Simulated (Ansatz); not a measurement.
# C2H7NSi (SMILES C=NC[SiH3]): HF/STO-3G

Aim: the electronic atomisation energy of C2H7NSi at HF/STO-3G, from 5 runs. 

Program for the calculation: Ansatz 0.2.0.

52 further runs of the same task are left out: 52 set aside as unsound or not needed.

### 1 The molecule

C2H7NSi has 11 atoms, charge 0, and is taken as a singlet. SMILES: `C=NC[SiH3]`. Geometry: relaxed at PBE0-D4/def2-TZVP. This is one conformer, not always the lowest.

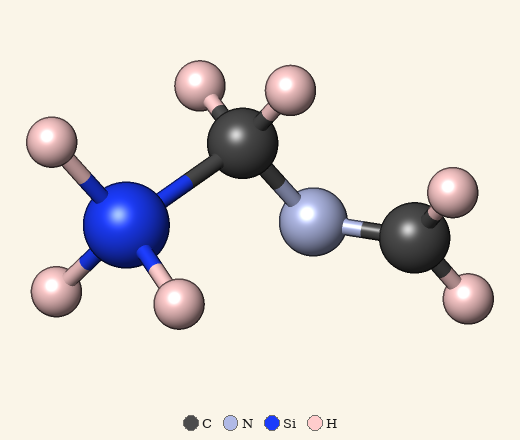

The structure, seen from a chosen angle (carbon dark grey, nitrogen light blue, silicon blue, hydrogen pink).

### 2 A single-point energy at HF/STO-3G

File in.yaml:

```yaml
crystal:
  periodic: [false, false, false]
  atoms:
    - symbol: C
      position_ang: [-0.639400, 1.869300, 0.363900]
    - symbol: N
      position_ang: [-0.998600, 0.713100, 0.018000]
    - symbol: C
      position_ang: [-0.299000, -0.417000, 0.562600]
    - symbol: Si
      position_ang: [0.706300, -1.257400, -0.802700]
    - symbol: H
      position_ang: [-1.145900, 2.733500, -0.063200]
    - symbol: H
      position_ang: [0.166900, 2.059000, 1.086600]
    - symbol: H
      position_ang: [-1.029900, -1.151400, 0.917900]
    - symbol: H
      position_ang: [0.365200, -0.161700, 1.404500]
    - symbol: H
      position_ang: [1.729600, -0.311300, -1.319900]
    - symbol: H
      position_ang: [-0.179800, -1.683000, -1.914500]
    - symbol: H
      position_ang: [1.389900, -2.450100, -0.232400]
basis:
  gaussian:
    orbitals: STO-3G
hamiltonian:
  xc: hf
accuracy: high
output:
  orbitals: {seedname: orbitals}
```

Run with:

```bash
$ ansatz run in.yaml --threads 1 --pin off --max-ram 2610MiB --events-out events.jsonl --progress --plain --runs-dir runs
```

The program printed:

```text
Warning: RAYON_NUM_THREADS=1 ignored (pool sized by the plan → 1); use --threads N
Functional definition: HF
  name "HF"
  exchange = exact_x
  correlation = 0
634 factors; integrals over basis functions are off by at most 3.0e-9 eV
mean field evaluation 1: about -11377.6811 eV, gradient 2.0e1 eV
mean field evaluation 2: about -11377.8385 eV, gradient 2.0e1 eV
mean field evaluation 4: about -11379.3308 eV, gradient 1.9e0 eV
mean field evaluation 8: about -11379.3573 eV, gradient 1.3e-5 eV
mean field -11379.35571165 eV, -418.1836091989 hartree, gradient 9.4e-8 eV, S^2 0.000000; 0 other end points of the search recorded, 0 dependent functions left out
reference -11379.35571165 eV, -418.1836091989 hartree; 20, 20 occupied and 11, 11 virtual orbitals, 634 factors
Total energy: -11379.35571165 eV, -418.1836091989 hartree
```

Run time: 0.34 s. Hardware: 1 thread of Arm Neoverse V1, shared host.

### 3 The C atom at the same level

File molecule.yaml:

```yaml
crystal:
  periodic: [false, false, false]
  atoms:
    - {symbol: C, position_ang: [0.000000, 0.000000, 0.000000]}
basis:
  gaussian:
    orbitals: STO-3G
hamiltonian:
  xc: hf
magnetization:
  spin_polarized: true
  initial_magnetization: 2
accuracy: high
```

Run the same way, it converges to -37.19839 Eh (log not shown).

### 4 The H atom at the same level

File input.yaml:

```yaml
crystal:
  periodic: [false, false, false]
  atoms:
    - {symbol: H, position_ang: [0.000000, 0.000000, 0.000000]}
basis:
  gaussian:
    orbitals: STO-3G
magnetization:
  spin_polarized: true
  initial_magnetization: 1
hamiltonian:
  xc: hf
accuracy: high
```

Run the same way, it converges to -0.46658 Eh (log not shown).

### 5 The N atom at the same level

File job.yaml:

```yaml
crystal:
  periodic: [false, false, false]
  atoms:
    - {symbol: N, position_ang: [0.000000, 0.000000, 0.000000]}
basis:
  gaussian: {orbitals: STO-3G}
total_charge: 0
magnetization: {spin_polarized: true, initial_magnetization: 3}
hamiltonian: {xc: hf}
accuracy: high
```

Run the same way, it converges to -53.71901 Eh (log not shown).

### 6 The Si atom at the same level

File input.yaml:

```yaml
basis:
  gaussian:
    orbitals: STO-3G
crystal:
  periodic: [false, false, false]
  atoms:
    - {symbol: Si, position_ang: [0.000000, 0.000000, 0.000000]}
total_charge: 0
magnetization:
  spin_polarized: true
  initial_magnetization: 2
hamiltonian:
  xc: hf
accuracy: high
```

Run the same way, it converges to -285.46622 Eh (log not shown).

### 7 Results

Level: HF/STO-3G.

| quantity | value |
| --- | --- |
| molecule: total energy | -418.18361 Eh |
| molecule: HOMO energy | -8.91 eV |
| molecule: LUMO energy | 8.30 eV |
| molecule: HOMO–LUMO gap | 17.22 eV |
| C atom: total energy | -37.19839 Eh |
| C atom: ⟨S²⟩ | 2.000 |
| H atom: total energy | -0.46658 Eh |
| H atom: ⟨S²⟩ | 0.750 |
| N atom: total energy | -53.71901 Eh |
| N atom: ⟨S²⟩ | 3.750 |
| Si atom: total energy | -285.46622 Eh |
| Si atom: ⟨S²⟩ | 2.000 |
| electronic atomisation energy | 36.341 eV |

What this shows: Taking the molecule apart into free atoms costs 36.34 eV (838 kcal/mol), before zero-point energy and without spin-orbit coupling. Hartree–Fock lacks the correlation of the bonding pairs, which as a rule makes this value much too low; in minimal bases other errors can mask that. In a minimal basis such a difference can be off by several eV, whatever the method.
